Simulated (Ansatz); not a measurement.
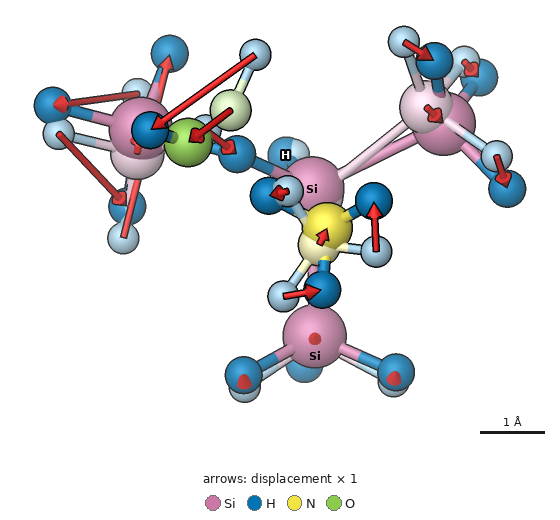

A constrained relaxation of Si4NH15O. The starting structure is drawn faded, the final one solid; red arrows show the displacements, at their true length. The two geometries are superimposed by the best rigid fit.

The picture is a ball-and-stick view, seen at a tilt.

The reaction that was planned forms Si1–N7, H6–O9, Si2–H8 and breaks Si1–Si2, H6–N7, H8–O9 (atoms numbered from 1 in input order).

All numbers below come from RKS PBE0-D4/def2-SVP (Ansatz). Set-up: held fixed: the distance between atoms 1 (Si) and 7 (N), the distance between atoms 6 (H) and 9 (O), the distance between atoms 2 (Si) and 8 (H), the distance between atoms 1 (Si) and 2 (Si), the distance between atoms 6 (H) and 7 (N), the distance between atoms 8 (H) and 9 (O), counting from 1; force threshold 0.04 eV/Å; at most 150 steps.

**Which element moves most?**

Hydrogen: up to 2.99 Å, against 1.09 Å for oxygen.

**What did the optimiser do to the structure, and how much energy did it gain?**

After 29 geometry steps the energy has fallen by 41.8 kcal/mol. The largest force component goes from 0.58 to 0.034 eV/Å. The forces were under the threshold at step 26, but the run went on from there. The atom that moves furthest after the best rigid fit is an H atom (2.99 Å). By element the largest moves are H 2.99 Å, O 1.09 Å, Si 0.46 Å, N 0.30 Å. Some distances before and after: O–Si 2.963 → 1.725 Å, H–Si 2.492 → 1.582 Å, H–Si 1.466 → 1.515 Å, H–Si 1.470 → 1.499 Å. New bonds form, among them: H–Si (2.49 → 1.58 Å), O–Si (2.96 → 1.72 Å). Bond angles that change, for instance: H–Si–H 114.4° → 148.7°, H–Si–H 124.4° → 91.1°, Si–Si–Si 130.8° → 116.1°.
